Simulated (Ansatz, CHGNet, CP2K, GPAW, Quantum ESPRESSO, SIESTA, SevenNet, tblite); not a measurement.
# Quantum ESPRESSO on random cubic perovskite-type alloy of BaTiO3 and PbTiO3 (40 atoms): settings against a plane-wave reference, part 2 of 2

Wanted: Quantum ESPRESSO inputs and outputs for random cubic perovskite-type alloy of BaTiO3 and PbTiO3 (40 atoms), checked against a plane-wave reference.

Program: Quantum ESPRESSO 7.5; the method stands at each step. Banners, paths, timers and routine set-up lines are dropped from the logs unmarked, and long logs keep their key lines alone; longer cuts are marked.

So far. Step 2 (PBE, sssp-1.3.0-efficiency, 60/480 Ry): Forces lie 1.6 % from the reference's, at 24 times its CPU time (on 2 against 8 cores). Step 3 (PBE+D3(BJ), sssp-1.3.0-efficiency, 60/480 Ry): Against the first run (1.6 %), the force difference from the reference is 1.9 %, at 1.0 times the CPU time; the model has changed, so this is no error of the program alone.

## Step 4: PBE, sssp-1.3.0-efficiency, 30/240 Ry

Method: Kohn-Sham DFT, PBE, SSSP efficiency 1.3.0 pseudopotentials, plane waves.

The input, pw.in:

```
&control
  calculation = 'scf'
  pseudo_dir = './pseudo'
  outdir = './tmp'
  disk_io = 'none'
  tprnfor = .true.
  tstress = .true.
/
&system
  ibrav = 0
  nat = 40
  ntyp = 4
  ecutwfc = 30
  ecutrho = 240
  nosym = .true.
  occupations = 'smearing'
  smearing = 'fd'
  degauss = 0.003675
/
&electrons
  conv_thr = 2.0e-07
  electron_maxstep = 100
  mixing_beta = 0.4
  mixing_mode = 'plain'
  diagonalization = 'david'
/
ATOMIC_SPECIES
Pb 207.200 Pb.upf
Ti 47.867 Ti.upf
O 15.999 O.upf
Ba 137.327 Ba.upf
CELL_PARAMETERS angstrom
7.97000 0.00000 0.00000
0.00000 7.97000 0.00000
0.00000 0.00000 7.97000
ATOMIC_POSITIONS crystal
[... 40 atom lines left out: the same atoms as in the first run ...]
K_POINTS gamma
```

The run is started by

```bash
> OMP_NUM_THREADS=1 pw.x -in pw.in > output.txt
```

Output:

```text
Program PWSCF
     gamma-point specific algorithms are used
     sticks:   dense  smooth     PW     G-vecs:    dense   smooth      PW
     Sum        4341    2177    545               214639    75925    9459
     bravais-lattice index     =            0
     lattice parameter (alat)  =      15.0611  a.u.
     unit-cell volume          =    3416.4224 (a.u.)^3
     number of atoms/cell      =           40
     number of atomic types    =            4
     number of electrons       =       336.00
     number of Kohn-Sham states=          202
     kinetic-energy cutoff     =      30.0000  Ry
     charge density cutoff     =     240.0000  Ry
     scf convergence threshold =      2.0E-07
     mixing beta               =       0.4000
[... lines left out ...]
     number of k points=     1  Fermi-Dirac smearing, width (Ry)=  0.0037
[... lines left out ...]
     total energy              =   -7181.24671308 Ry
[... lines left out ...]
     total energy              =   -7179.46122354 Ry
[... lines left out ...]
     total energy              =   -7183.44586560 Ry
[... lines left out ...]
     total energy              =   -7183.44477892 Ry
[... lines left out ...]
     total energy              =   -7183.44477905 Ry
[... lines left out ...]
   -22.8916 -22.8320 -22.8255 -22.8191 -22.8096 -22.7804 -22.7596 -22.7498
[...]
13.7610  13.8204  13.9795  14.0162  14.0601  14.0665  14.0875  14.1201
    14.1242  14.1844  14.2281  14.2508  14.2929  14.7433  14.8615  14.9491
    14.9676  15.0179
     the Fermi energy is    11.2743 ev
!    total energy              =   -7183.44477911 Ry
     estimated scf accuracy    <       0.00000006 Ry
     smearing contrib. (-TS)   =      -0.00000031 Ry
     internal energy E=F+TS    =   -7183.44477880 Ry
     The total energy is F=E-TS. E is the sum of the following terms:
     one-electron contribution =    -598.59234378 Ry
     hartree contribution      =     525.95753713 Ry
     xc contribution           =    -582.23051499 Ry
     ewald contribution        =   -1886.29101382 Ry
     one-center paw contrib.   =   -4642.28844336 Ry
     convergence has been achieved in  18 iterations
     negative rho (up, down):  1.065E-02 0.000E+00
     Forces acting on atoms (cartesian axes, Ry/au):
     atom    1 type  1   force =     0.00656252   -0.00647214   -0.00486394
     atom    2 type  2   force =    -0.01141789   -0.06684553   -0.00200820
     atom    3 type  3   force =    -0.02394279   -0.00480744    0.03043285
[...]
atom   39 type  3   force =     0.03747368   -0.00624313    0.00428149
     atom   40 type  3   force =     0.00916537   -0.00546054   -0.00022707
     Total force =     0.223844     Total SCF correction =     0.000556
     Computing stress (Cartesian axis) and pressure
     negative rho (up, down):  1.065E-02 0.000E+00
          total   stress  (Ry/bohr**3)                   (kbar)     P=     -297.80
  -0.00203064   0.00000648  -0.00000257         -298.72        0.95       -0.38
   0.00000648  -0.00205567   0.00000244            0.95     -302.40        0.36
  -0.00000257   0.00000244  -0.00198693           -0.38        0.36     -292.29
     Message from routine punch:
     Nothing written, as per user request (disk_io='none')
```

Run time: 2 min. Hardware: 1 thread of Arm Neoverse V2, shared host; peak memory 0.51 GiB.

Numbers from this run, and their distance from the reference:

```
r.m.s. force component                           : 0.5254 eV/Å
r.m.s. difference of force components            : 48.12 meV/Å
longest difference of force vectors              : 169.5 meV/Å
force difference over r.m.s. force               : 9.233 %
slope of forces against the reference's          : 1.004
correlation of force components                  : 0.9958
gap (highest filled to lowest empty level) : 1.424 eV
gap difference                                   : 0.004 eV
pressure                                         : -29.78 GPa
pressure difference                              : -33.17 GPa
energy less the same-level run's                 : 521.1 meV/atom
r.m.s. force difference from the same-level run  : 48.78 meV/Å
```

This is a coarse setting, run to see what it loses.

Against the first run (1.6 %), the force difference from the reference is 9.2 %, at 0.38 times the CPU time (on 1 against 2 cores): the cutoff matters here.

## Step 5: Side by side

Differences are against the plane-wave reference, forces as r.m.s. over components; share is that over the reference's r.m.s. force, slope the least-squares factor from reference forces to these. Total energies of different programs have different zeros and aren't compared.

```csv
run,"Δ force, r.m.s. (meV/Å)",share (%),slope,Δ pressure (GPa),Δ gap (eV),cores,CPU time,memory (GiB)
reference,-,-,-,-,-,8,13 s,0.72
"QE PBE, sssp-1.3.0-efficiency, 60/480 Ry",8.53,1.64,1.003,0.0079,0.0036,2,5.2 min,1.4
"QE PBE+D3(BJ), sssp-1.3.0-efficiency, 60/480 Ry",9.69,1.86,1.005,-3.41,0.0036,2,5.2 min,1.4
"QE PBE, sssp-1.3.0-efficiency, 30/240 Ry (coarse)",48.1,9.23,1.004,-33.2,0.004,1,2 min,0.51
```

Rows marked coarse were listed beforehand as settings not expected to be converged; some can still land near the reference.

CPU time is summed over cores on a shared host, where runs went side by side, so it is rough. Symmetry, cutoffs, thresholds, outputs and thread counts weren't matched or tuned between programs; memory under MPI is the largest rank's times the ranks.

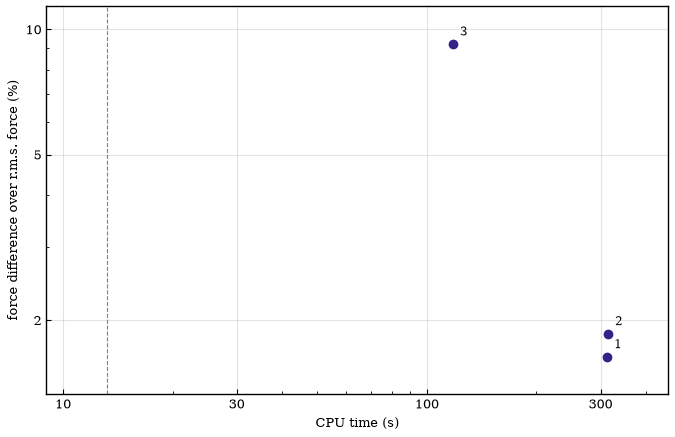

Force difference against CPU time; the dashed line marks the reference's time. Points: 1 QE PBE, sssp-1.3.0-efficiency, 60/480 Ry; 2 QE PBE+D3(BJ), sssp-1.3.0-efficiency, 60/480 Ry; 3 QE PBE, sssp-1.3.0-efficiency, 30/240 Ry.

Within one program, basis, potentials and functional, energies share a zero. Each run against its twin at the usual cutoff or grid and solver:

```csv
run,twin,Δ energy (meV/atom),"Δ force, r.m.s. (meV/Å)",CPU time over the twin's
"QE PBE, sssp-1.3.0-efficiency, 30/240 Ry","sssp-1.3.0-efficiency, 60/480 Ry",521,48.8,0.38 (this twin ran on 2 cores)
```

## Step 6: What came out

```json
{
  "nearest in forces": "QE PBE, sssp-1.3.0-efficiency, 60/480 Ry, 1.6 %",
  "its CPU time": "5.2 min"
}
```

In words: PBE on plane waves or a grid with other potentials, cutoffs or grids, coarse settings apart, differs from the reference by 1.6 % (QE PBE, sssp-1.3.0-efficiency, 60/480 Ry) of the r.m.s. force; this holds the reference's own error, so differences of a few per cent don't tell which side is nearer the exact PBE result (QE's 60 Ry are 816 eV, against the reference's 420 eV). Rows with another functional or a dispersion term differ by 1.9 % (QE PBE+D3(BJ), sssp-1.3.0-efficiency, 60/480 Ry), which mixes the change of model with differences of basis and potentials. Runs with settings chosen to be coarse differ by 9.2 % (QE PBE, sssp-1.3.0-efficiency, 30/240 Ry), their programs' other errors included. None of the electronic-structure runs in the table takes under half the reference's CPU time of 13 s; they take 8.9 to 24 times as much. PBE gaps agree with the reference's 1.42 eV within 0.005 eV. These are spacings on the run's k-points, which needn't hold the band edges. In pressure, QE PBE, sssp-1.3.0-efficiency, 30/240 Ry misses by -33.2 GPa, at the same functional; a cutoff this low leaves a large Pulay stress. The host structure and its lattice constant were typed by rule, without a check against the phase diagram. The reference's pressure of 3.4 GPa belongs to a cell and atoms that aren't relaxed at this level. The electronic-structure runs sample only Γ, in a cell whose shortest periodic width is 8 Å. Spin–orbit coupling is left out, which matters for the levels of the heavy elements.

[Also dropped from logs without a mark: logging warnings of Python, and SIESTA's first energy breakdown and zero terms.]

[Logs are printed without paths, hosts, clocks, repeated set-up lines and the standing remarks that a program may print on its own settings, such as how far it seeks lower states.]

[Hosts, paths, dates, database ids (printed as entryN), source tags and the programs' standing remarks are cut or masked in the printed files.]
